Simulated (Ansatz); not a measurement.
## Run report: ZrH5O4F, geometry relaxation (part 2 of 2)

Continued. System: ZrH5O4F. Method: RKS PBE-D4/def2-SVP (Ansatz 0.2.0). It belongs to a series of runs on one base structure; here: end point B relaxed.

Geometry of the input (Å):
```
Zr 0.5241  0.1464  -0.2894
O  -0.8510  -0.1241  2.6601
H  -1.5491  0.5611  2.7177
O  1.7433  -0.1671  -1.7555
H  2.1619  -0.4851  -2.5668
O  -0.9960  1.2485  -0.7890
H  -1.7558  1.5480  -1.3098
O  -0.1151  -1.5937  0.3247
H  -0.5914  -1.5417  1.1881
F  1.4112  1.0385  1.2305
H  -0.0142  0.4094  2.6745
```

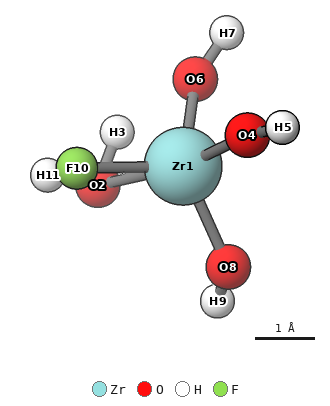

*The geometry at step 11 of the log (ball-and-stick view, seen at a tilt; atoms are numbered from 1 in the order of the input).*

Trajectory as extended XYZ, continued
```
11
Properties=species:S:1:pos:R:3:forces:R:3 step=4 energy=-12255.81185
Zr    0.4421    0.0791   -0.0465   -0.4799  -0.5826  -0.3784
O    -0.7528    0.0556    2.1781    0.1479   0.5127   0.3004
H    -1.4382    0.7411    2.3267    0.0626  -0.1999  -0.1680
O     1.6373   -0.1246   -1.5535   -0.0228  -0.0272  -0.0432
H     2.0537   -0.3540   -2.3971   -0.0281   0.0565   0.1307
O    -1.0555    1.2079   -0.5692    0.0194   0.0066  -0.0153
H    -1.7815    1.5468   -1.1088    0.0155  -0.0063  -0.0338
O    -0.0929   -1.8039    0.3175    0.0318   0.3920   0.1714
H    -0.5987   -1.8193    1.1629    0.1283  -0.1591  -0.3454
F     1.4598    0.9748    1.3806    0.3542   0.1680   0.2309
H     0.0946    0.5367    2.3945   -0.2289  -0.1606   0.1506
11
Properties=species:S:1:pos:R:3:forces:R:3 step=5 energy=-12255.84937
Zr    0.4023    0.0484   -0.0033    0.1615   0.1569  -0.4431
O    -0.7313    0.1074    2.1711   -0.1236   0.5811   0.3288
H    -1.4106    0.8221    2.2098    0.2626  -0.3860  -0.1102
O     1.5980   -0.1132   -1.5103    0.0249  -0.0470  -0.1775
H     2.0228   -0.3174   -2.3567   -0.0251   0.0614   0.1564
O    -1.0794    1.1886   -0.5463   -0.1573   0.0565   0.0134
H    -1.7860    1.5402   -1.1038    0.0379  -0.0196  -0.0238
O    -0.0674   -1.8390    0.2759   -0.2653  -0.0953   0.4271
H    -0.5808   -1.9059    1.1130    0.1058  -0.2303  -0.2975
F     1.4873    0.9345    1.4008    0.2617   0.0858   0.1040
H     0.1132    0.5747    2.4348   -0.2832  -0.1636   0.0222
11
Properties=species:S:1:pos:R:3:forces:R:3 step=6 energy=-12255.88238
Zr    0.4170    0.0478   -0.0023    0.2240   0.0664  -0.0622
O    -0.7282    0.1267    2.2042   -0.2048   0.7299   0.0625
H    -1.4175    0.8362    2.1259    0.4692  -0.4917   0.0258
O     1.5984   -0.1024   -1.5225   -0.0478  -0.0327  -0.0835
H     2.0253   -0.3029   -2.3672   -0.0014   0.0454   0.0993
O    -1.0899    1.1747   -0.5228   -0.0747   0.0222   0.0923
H    -1.7977    1.5231   -1.0813    0.0503  -0.0189  -0.0266
O    -0.0697   -1.8426    0.2727   -0.2075   0.0530   0.3380
H    -0.6054   -1.9512    1.0900    0.1412  -0.1509  -0.2770
F     1.5417    0.9130    1.4000   -0.0322  -0.0387  -0.1131
H     0.0938    0.6176    2.4883   -0.3163  -0.1838  -0.0555
11
Properties=species:S:1:pos:R:3:forces:R:3 step=7 energy=-12255.90349
Zr    0.4353    0.0181    0.0148    0.1389   0.0326   0.1407
O    -0.7527    0.1983    2.1875   -0.1408   0.6844   0.0572
H    -1.4013    0.9324    2.0071    0.5858  -0.5750   0.0953
O     1.5890   -0.0849   -1.5296   -0.0713  -0.0433  -0.0478
H     2.0188   -0.2632   -2.3764    0.0232   0.0372   0.0453
O    -1.0973    1.1405   -0.4538   -0.0572   0.0401   0.0672
H    -1.7988    1.5010   -1.0125    0.0579  -0.0167  -0.0607
O    -0.0517   -1.8840    0.2653   -0.1903   0.1878   0.3836
H    -0.6190   -2.0614    1.0488    0.1993  -0.0647  -0.3211
F     1.5843    0.8857    1.3974   -0.1185  -0.1349  -0.1912
H     0.0612    0.6576    2.5365   -0.4269  -0.1476  -0.1685
11
Properties=species:S:1:pos:R:3:forces:R:3 step=8 energy=-12255.94346
Zr    0.4199    0.0138    0.0488    0.3068  -0.1331  -0.1991
O    -0.7562    0.2276    2.1800    0.0040   0.2136   0.0781
H    -1.3437    0.9533    1.8767   -0.0847  -0.0703  -0.0500
O     1.5343   -0.0660   -1.5269   -0.1101  -0.0393  -0.0341
H     1.9938   -0.2400   -2.3583    0.0239   0.0313   0.0325
O    -1.1211    1.1501   -0.4061   -0.1432   0.0685   0.1327
H    -1.7681    1.5281   -1.0201    0.1272  -0.0528   0.0098
O    -0.0220   -1.8974    0.2911   -0.1852   0.1119   0.2826
H    -0.5980   -2.1864    1.0285    0.1652  -0.0031  -0.2261
F     1.6456    0.8518    1.3516   -0.1095  -0.0245  -0.0075
H    -0.0164    0.7053    2.6197    0.0057  -0.1023  -0.0189
11
Properties=species:S:1:pos:R:3:forces:R:3 step=9 energy=-12255.97300
Zr    0.4491   -0.0124    0.0630    0.1001  -0.1133  -0.1943
O    -0.7845    0.2745    2.1680   -0.1287   0.5058  -0.0031
H    -1.3617    0.9600    1.7326    0.2517  -0.3631   0.1036
O     1.4817   -0.0584   -1.5722   -0.1066  -0.0170   0.0155
H     1.9662   -0.2236   -2.3910    0.0079   0.0256   0.0237
O    -1.1166    1.1509   -0.2955   -0.3786   0.2520  -0.1513
H    -1.6966    1.5724   -0.9574    0.3216  -0.1952   0.1963
O     0.0236   -1.9123    0.3286   -0.4685  -0.2679   0.5535
H    -0.5637   -2.3211    1.0091    0.4606   0.2925  -0.5193
F     1.7011    0.8061    1.3199    0.0627   0.0505   0.1060
H    -0.1308    0.8041    2.6798   -0.1221  -0.1699  -0.1305
11
Properties=species:S:1:pos:R:3:forces:R:3 step=10 energy=-12255.99297
Zr    0.4584   -0.0266    0.0784    0.1094  -0.1433  -0.1034
O    -0.8101    0.2800    2.1801   -0.1396   0.4739  -0.2731
H    -1.3412    0.9243    1.6213    0.2620  -0.3222   0.3380
O     1.4382   -0.0486   -1.5904   -0.0816  -0.0031   0.0818
H     1.9234   -0.2012   -2.4107    0.0129   0.0153   0.0014
O    -1.1103    1.1548   -0.2459   -0.2871   0.1939  -0.0725
H    -1.6281    1.6001   -0.9395    0.1929  -0.1295   0.1180
O     0.0319   -1.9178    0.3605   -0.1756  -0.1201   0.1910
H    -0.5334   -2.3562    1.0258    0.1815   0.1218  -0.1899
F     1.6967    0.7903    1.3475    0.0970   0.0388   0.0339
H    -0.1576    0.8411    2.6578   -0.1719  -0.1254  -0.1252
11
Properties=species:S:1:pos:R:3:forces:R:3 step=11 energy=-12256.00236
Zr    0.4646   -0.0419    0.0924    0.0679  -0.0142  -0.0687
O    -0.8411    0.2949    2.1579    0.0127   0.1998  -0.0908
H    -1.3644    0.9412    1.6037    0.1654  -0.2053   0.1387
O     1.4124   -0.0415   -1.5924   -0.0437  -0.0278   0.0399
H     1.8939   -0.1814   -2.4175    0.0026   0.0191   0.0054
O    -1.1038    1.1550   -0.2178   -0.2213   0.1694  -0.0879
H    -1.5801    1.6113   -0.9309    0.1356  -0.0813   0.0207
O     0.0389   -1.9339    0.3684   -0.0334  -0.0207   0.0835
H    -0.4974   -2.3827    1.0443    0.0451   0.0235  -0.0618
F     1.7312    0.7716    1.3420   -0.0471  -0.0379   0.0096
H    -0.1863    0.8475    2.6349   -0.0839  -0.0246   0.0114
11
Properties=species:S:1:pos:R:3:forces:R:3 step=12 energy=-12256.00883
Zr    0.4599   -0.0607    0.0943    0.1444   0.1823   0.1743
O    -0.8244    0.3123    2.1472    0.1487   0.0897   0.2487
H    -1.3611    0.9278    1.5840   -0.0544   0.0449  -0.0366
O     1.3763   -0.0345   -1.6031    0.0222  -0.0498  -0.0733
H     1.8583   -0.1546   -2.4316   -0.0074   0.0244   0.0245
O    -1.1053    1.1607   -0.2069   -0.1605   0.0997  -0.1196
H    -1.5134    1.6266   -0.9569    0.1182  -0.1049   0.0650
O     0.0491   -1.9560    0.3730   -0.0140   0.0401   0.0248
H    -0.4621   -2.4204    1.0547   -0.0071  -0.0302   0.0001
F     1.7464    0.7378    1.3379   -0.0712  -0.0936  -0.1308
H    -0.2558    0.9013    2.6924   -0.1189  -0.2025  -0.1772
11
Properties=species:S:1:pos:R:3:forces:R:3 step=13 energy=-12256.01493
Zr    0.4610   -0.0434    0.1036    0.0272  -0.0331  -0.0098
O    -0.8352    0.2958    2.1440    0.1767   0.1131   0.1668
H    -1.3578    0.9272    1.5843   -0.0884   0.0442  -0.0094
O     1.3641   -0.0301   -1.6024    0.0213  -0.0261  -0.0437
H     1.8456   -0.1503   -2.4309   -0.0061   0.0183   0.0162
O    -1.1158    1.1656   -0.2125   -0.0753   0.0868  -0.0677
H    -1.4923    1.6199   -0.9861    0.0978  -0.0938   0.0929
O     0.0481   -1.9372    0.3904    0.0055   0.0360   0.0158
H    -0.4618   -2.4090    1.0688    0.0075   0.0040  -0.0231
F     1.7604    0.7363    1.3375   -0.0452  -0.0176  -0.0278
H    -0.2484    0.8653    2.6884   -0.1211  -0.1318  -0.1102
11
Properties=species:S:1:pos:R:3:forces:R:3 step=14 energy=-12256.01840
Zr    0.4505   -0.0586    0.1122    0.0024  -0.0646   0.0687
O    -0.8310    0.3446    2.1635    0.0362  -0.0947  -0.0234
H    -1.3693    0.9602    1.6007   -0.0049   0.0457   0.0425
O     1.3557   -0.0453   -1.5949   -0.0626   0.0419   0.0239
H     1.8384   -0.0767   -2.4296    0.0244  -0.0073  -0.0116
O    -1.1284    1.1580   -0.1977    0.0451  -0.0090  -0.0587
H    -1.4535    1.5670   -1.0158   -0.0066   0.0051  -0.0094
O     0.0373   -1.9483    0.3973    0.0107   0.0487  -0.0017
H    -0.4646   -2.4853    1.0293   -0.0087   0.0044   0.0037
F     1.7560    0.7106    1.3447   -0.0170  -0.0022  -0.0293
H    -0.2233    0.9142    2.6752   -0.0189   0.0320  -0.0047
11
Properties=species:S:1:pos:R:3:forces:R:3 step=15 energy=-12256.02032
Zr    0.4524   -0.0559    0.1126    0.0030  -0.0105   0.0088
O    -0.8263    0.3306    2.1577   -0.0024  -0.0230  -0.0114
H    -1.3725    0.9529    1.6098    0.0027   0.0080   0.0304
O     1.3517   -0.0384   -1.5966   -0.0205   0.0160  -0.0162
H     1.8357   -0.0842   -2.4303    0.0118  -0.0017   0.0018
O    -1.1232    1.1590   -0.2070    0.0098   0.0043  -0.0215
H    -1.4493    1.5703   -1.0237    0.0076  -0.0059   0.0006
O     0.0383   -1.9440    0.4003    0.0011  -0.0053   0.0069
H    -0.4692   -2.4668    1.0400   -0.0066  -0.0027   0.0000
F     1.7596    0.7165    1.3401   -0.0025   0.0058  -0.0017
H    -0.2294    0.9003    2.6821   -0.0040   0.0149   0.0022
11
Properties=species:S:1:pos:R:3:forces:R:3 step=16 energy=-12256.02089
Zr    0.4526   -0.0571    0.1134   -0.0123   0.0120  -0.0140
O    -0.8229    0.3290    2.1574   -0.0168   0.0210  -0.0024
H    -1.3762    0.9554    1.6220    0.0148  -0.0173   0.0204
O     1.3465   -0.0349   -1.5989   -0.0010   0.0036  -0.0303
H     1.8333   -0.0764   -2.4316    0.0003  -0.0007   0.0179
O    -1.1208    1.1582   -0.2122    0.0004   0.0047  -0.0175
H    -1.4380    1.5623   -1.0366    0.0128  -0.0114   0.0170
O     0.0378   -1.9444    0.4047   -0.0087  -0.0239   0.0187
H    -0.4745   -2.4676    1.0408    0.0052   0.0066  -0.0140
F     1.7610    0.7180    1.3371    0.0078   0.0079   0.0094
H    -0.2308    0.8977    2.6888   -0.0024  -0.0026  -0.0051
11
Properties=species:S:1:pos:R:3:forces:R:3 step=17 energy=-12256.02110
Zr    0.4517   -0.0581    0.1137   -0.0077   0.0072  -0.0186
O    -0.8210    0.3300    2.1607   -0.0154   0.0172  -0.0076
H    -1.3779    0.9560    1.6300    0.0082  -0.0117   0.0102
O     1.3433   -0.0333   -1.6002   -0.0045  -0.0003  -0.0114
H     1.8341   -0.0706   -2.4305    0.0039  -0.0017   0.0089
O    -1.1201    1.1568   -0.2148    0.0016  -0.0076   0.0111
H    -1.4318    1.5556   -1.0433    0.0020   0.0019  -0.0032
O     0.0372   -1.9456    0.4073   -0.0020  -0.0093   0.0091
H    -0.4804   -2.4707    1.0370    0.0016   0.0010  -0.0071
F     1.7596    0.7205    1.3361    0.0084   0.0059   0.0093
H    -0.2270    0.8996    2.6888    0.0039  -0.0024  -0.0007
```
